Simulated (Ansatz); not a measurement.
# C2H6BFO (SMILES COB(C)F): B3LYP/def2-SVP

What is the vertical singlet–triplet gap of C2H6BFO at B3LYP/def2-SVP? 

The results are computed with Ansatz 0.2.0.

112 further runs of the same task are left out: 112 set aside as unsound or not needed.

## 1. The system as given

The species is C2H6BFO (11 atoms), meant as a singlet with charge 0. SMILES: `COB(C)F`. The coordinates come from a PBE0-D4/def2-TZVP relaxation. This is one conformer, not always the lowest.

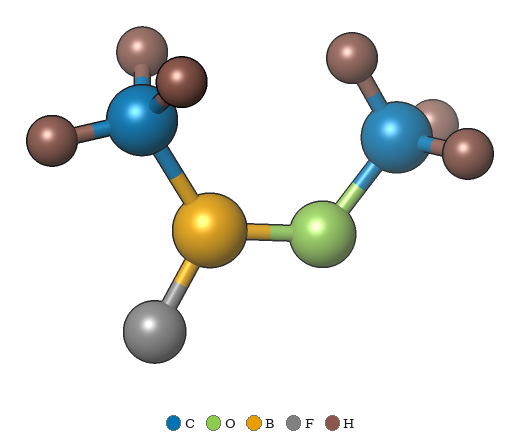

Viewed from a chosen angle; carbon blue, oxygen green, boron amber, fluorine grey, hydrogen brown.

## 2. A single-point energy at B3LYP/def2-SVP

Input file molecule.yaml:

```yaml
crystal:
  periodic: [false, false, false]
  atoms:
    - symbol: C
      position_ang: [-1.364400, 0.711100, 0.538500]
    - symbol: O
      position_ang: [-0.241000, 1.227800, -0.135300]
    - symbol: B
      position_ang: [0.818600, 0.482700, -0.508900]
    - symbol: C
      position_ang: [0.993200, -1.057900, -0.270600]
    - symbol: F
      position_ang: [1.779200, 1.165200, -1.136000]
    - symbol: H
      position_ang: [-1.458500, 1.207100, 1.506900]
    - symbol: H
      position_ang: [-2.259100, 0.924300, -0.050000]
    - symbol: H
      position_ang: [-1.294000, -0.367700, 0.698100]
    - symbol: H
      position_ang: [0.947600, -1.307000, 0.794000]
    - symbol: H
      position_ang: [1.947400, -1.412800, -0.660100]
    - symbol: H
      position_ang: [0.196300, -1.629800, -0.756000]
basis:
  gaussian: {orbitals: def2-SVP}
hamiltonian: {xc: {name: B3LYP}}
accuracy: high
output: {orbitals: {seedname: orbitals}}
```

Run with:

```console
$ ansatz run molecule.yaml --threads 1 --pin off --max-ram 3480MiB --events-out events.jsonl --progress --plain --runs-dir runs
```

Standard output:

```text
Warning: RAYON_NUM_THREADS=1 ignored (pool sized by the plan → 1); use --threads N
Functional definition: B3LYP
  name "B3LYP"
  parameter a0 = 0.2
  parameter ax = 0.72
  parameter ac = 0.81
  exchange = (1 - a0 - ax)*slater_x + ax*b88_x + a0*exact_x
  correlation = (1 - ac)*vwn_rpa_c + ac*lyp_c
2429 factors; integrals over basis functions are off by at most 8.1e-9 eV
mean field evaluation 1: about -7601.5108 eV, gradient 6.1e1 eV
mean field evaluation 2: about -7597.7525 eV, gradient 7.5e1 eV
mean field evaluation 4: about -7609.4547 eV, gradient 2.8e0 eV
mean field evaluation 8: about -7609.6828 eV, gradient 2.7e-1 eV
mean field evaluation 16: about -7609.6829 eV, gradient 1.9e-5 eV
mean field -7609.68294458 eV, -279.6506901849 hartree, gradient 8.7e-8 eV, S^2 0.000000; 0 other end points of the search recorded, 0 dependent functions left out
reference -7609.68298575 eV, -279.6506916980 hartree; 20, 20 occupied and 80, 80 virtual orbitals, 2429 factors
Total energy: -7609.68298575 eV, -279.6506916980 hartree
```

It took 3.6 s on 1 thread of AMD EPYC 9R45 (Zen 5), shared host; peak memory 0.38 GiB.

## 3. The triplet at the same level

Input file molecule.yaml:

```yaml
crystal:
  periodic: [false, false, false]
  atoms:
    - {symbol: C, position_ang: [-1.364400, 0.711100, 0.538500]}
    - {symbol: O, position_ang: [-0.241000, 1.227800, -0.135300]}
    - {symbol: B, position_ang: [0.818600, 0.482700, -0.508900]}
    - {symbol: C, position_ang: [0.993200, -1.057900, -0.270600]}
    - {symbol: F, position_ang: [1.779200, 1.165200, -1.136000]}
    - {symbol: H, position_ang: [-1.458500, 1.207100, 1.506900]}
    - {symbol: H, position_ang: [-2.259100, 0.924300, -0.050000]}
    - {symbol: H, position_ang: [-1.294000, -0.367700, 0.698100]}
    - {symbol: H, position_ang: [0.947600, -1.307000, 0.794000]}
    - {symbol: H, position_ang: [1.947400, -1.412800, -0.660100]}
    - {symbol: H, position_ang: [0.196300, -1.629800, -0.756000]}
basis:
  gaussian: {orbitals: def2-SVP}
output: {orbitals: {seedname: orbitals}}
accuracy: high
hamiltonian: {xc: {name: B3LYP}}
magnetization: {spin_polarized: true, initial_magnetization: 2}
```

Run with:

```console
$ ansatz run molecule.yaml --threads 1 --pin off --max-ram 3480MiB --events-out events.jsonl --progress --plain --runs-dir runs
```

Standard output:

```text
Warning: RAYON_NUM_THREADS=1 ignored (pool sized by the plan → 1); use --threads N
Functional definition: B3LYP
  name "B3LYP"
  parameter a0 = 0.2
  parameter ax = 0.72
  parameter ac = 0.81
  exchange = (1 - a0 - ax)*slater_x + ax*b88_x + a0*exact_x
  correlation = (1 - ac)*vwn_rpa_c + ac*lyp_c
2429 factors; integrals over basis functions are off by at most 8.1e-9 eV
mean field evaluation 1: about -7593.8887 eV, gradient 3.9e1 eV
mean field evaluation 2: about -7575.8810 eV, gradient 6.2e1 eV
mean field evaluation 4: about -7601.0321 eV, gradient 6.6e0 eV
mean field evaluation 8: about -7601.4364 eV, gradient 1.1e0 eV
mean field evaluation 16: about -7601.7216 eV, gradient 2.1e0 eV
mean field evaluation 32: about -7601.5477 eV, gradient 8.4e0 eV
mean field -7601.92359745 eV, -279.3655394373 hartree, gradient 2.2e-8 eV, S^2 2.004274; 4 other end points of the search recorded, 0 dependent functions left out
reference -7601.92363843 eV, -279.3655409434 hartree; 21, 19 occupied and 79, 81 virtual orbitals, 2429 factors
Total energy: -7601.92363843 eV, -279.3655409434 hartree
```

Wall time 16 s (1 thread of AMD EPYC 9R45 (Zen 5), shared host); peak memory 0.52 GiB.

## 4. Results

Level: B3LYP/def2-SVP.

```
                                        quantity          value
                           singlet: total energy  -279.65069 Eh
                            singlet: HOMO energy       -8.61 eV
                            singlet: LUMO energy        0.98 eV
                          singlet: HOMO–LUMO gap        9.59 eV
                           triplet: total energy  -279.36554 Eh
     triplet: HOMO energy (highest over α and β)       -0.99 eV
                                   triplet: ⟨S²⟩          2.004
vertical energy of the triplet above the singlet       7.759 eV
```

At this shape the triplet lies 7.76 eV (749 kJ/mol) above the singlet.
